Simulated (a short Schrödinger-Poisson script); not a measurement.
Stack: symmetric double-gate stack, SiO2 on p-type Si(100), at 400 K.

```csv
layer,material,thickness (nm),Na (cm⁻³)
1,SiO2,3.1,-
2,Si,10,5e15
3,SiO2,3.1,-
```

The device is made up for the run: typed textbook-type constants, with dimensions and the other settings drawn at random. SiO2: permittivity 3.9, conduction-band edge (eV) 3.15, gap (eV) 9, electron mass (mₑ) 0.5. Si: permittivity 11.7, conduction-band edge (eV) 0, gap (eV) 1.124, Nv at 300 K (cm⁻³) 3.1e19.

Channel valleys (confinement mass, in-plane density-of-states mass, number): Δ2 0.916, 0.19, 2; Δ4 0.19, 0.417, 4. At the gates, both at one voltage, the conduction-band edge of layer 1 lies 3.65 eV − eVg above the Fermi level of the channel. Gaps are held at their typed values at every temperature. Mesh 0.03 nm at interfaces.

From a short Schrödinger-Poisson script (our own, NumPy): 1D Poisson equation in equilibrium, electrons quantum, Hartree (BenDaniel-Duke, 12 states a valley, the channel's in-plane mass for all, wave functions ending at the dielectric), parabolic valleys, classical holes, full ionisation, no traps, pinning or gate leakage.

Only gate voltages with over 1e8 electrons/cm² are shown.

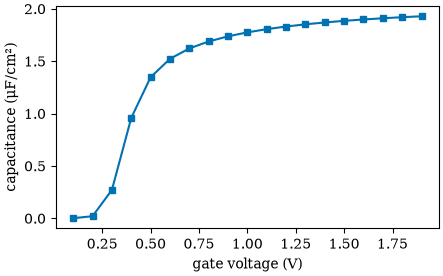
Quasi-static capacitance against gate voltage

| Vg (V) | electrons (cm⁻²) | C (μF/cm²) | Δ2 E0 (meV) | Δ2 E1 (meV) | Δ4 E0 (meV) | Δ4 E1 (meV) |
|---|---|---|---|---|---|---|
| 0.1 | 2.47e8 | < 0.003 | 404.6 | 416.9 | 420.3 | 479.6 |
| 0.2 | 4.44e9 | 0.0207 | 305.0 | 317.2 | 320.6 | 380.0 |
| 0.3 | 6.82e10 | 0.271 | 210.9 | 222.9 | 226.6 | 285.6 |
| 0.4 | 4.50e11 | 0.959 | 146.1 | 156.7 | 161.9 | 219.5 |
| 0.5 | 1.19e12 | 1.35 | 113.1 | 121.0 | 129.4 | 184.2 |
| 0.6 | 2.09e12 | 1.52 | 93.4 | 98.8 | 111.1 | 162.9 |
| 0.7 | 3.07e12 | 1.62 | 79.1 | 82.6 | 99.1 | 148.1 |
| 0.8 | 4.10e12 | 1.69 | 67.4 | 69.6 | 90.5 | 136.9 |
| 0.9 | 5.17e12 | 1.74 | 57.3 | 58.7 | 84.0 | 128.0 |
| 1 | 6.27e12 | 1.78 | 48.3 | 49.2 | 78.8 | 120.7 |
| 1.1 | 7.39e12 | 1.81 | 40.2 | 40.7 | 74.6 | 114.6 |
| 1.2 | 8.52e12 | 1.83 | 32.7 | 33.1 | 71.0 | 109.3 |
| 1.3 | 9.67e12 | 1.85 | 25.9 | 26.2 | 68.0 | 104.8 |
| 1.4 | 1.08e13 | 1.87 | 19.6 | 19.7 | 65.4 | 100.8 |
| 1.5 | 1.20e13 | 1.89 | 13.6 | 13.8 | 63.1 | 97.2 |
| 1.6 | 1.32e13 | 1.90 | 8.1 | 8.2 | 61.0 | 94.0 |
| 1.7 | 1.44e13 | 1.91 | 2.8 | 2.9 | 59.1 | 91.1 |
| 1.8 | 1.56e13 | 1.92 | -2.2 | -2.2 | 57.4 | 88.4 |
| 1.9 | 1.68e13 | 1.93 | -7.0 | -6.9 | 55.9 | 85.9 |

Subbands count from the Fermi level. The capacitance is that of both gates.
